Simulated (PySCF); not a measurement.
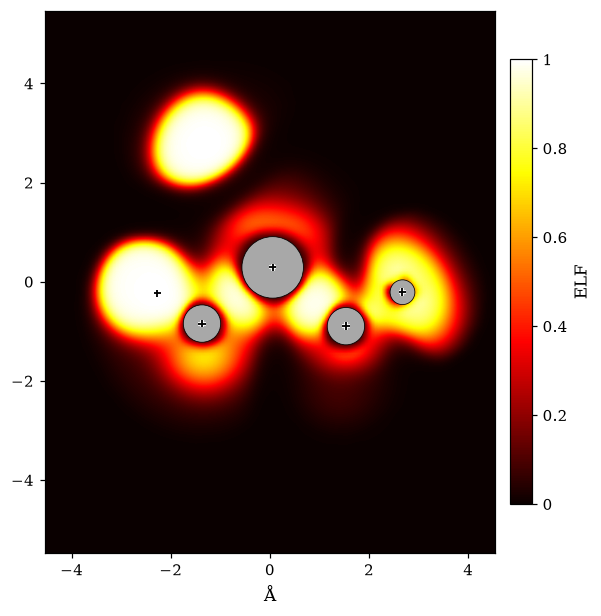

The ELF on a plane through atoms (crosses mark nuclei in the plane; grey discs cover the cores).

All numbers below come from PySCF, PBE0/pcSseg-1, SCF density, gas phase, non-relativistic.

Candidates:
A. C₂BFO₄ (SMILES O=C1OB(F)OC1=O)
B. C₄H₈F₃O₂P
C. C₆H₁₂N₃Si (SMILES C[n+]1nn(C2CC2)cc1[SiH3]) (charge +1)

Which system is this?

Answer. Candidate B: C₄H₈F₃O₂P on the plane of atoms C5, P4 and C7, which holds P, C, F and H. C–F (1.34 Å): the ELF peaks at about 0.85 between the atoms; a shared but strongly polarised pair. C–P (1.82 Å): the ELF peaks at about 0.95 between the atoms; a covalent bond.
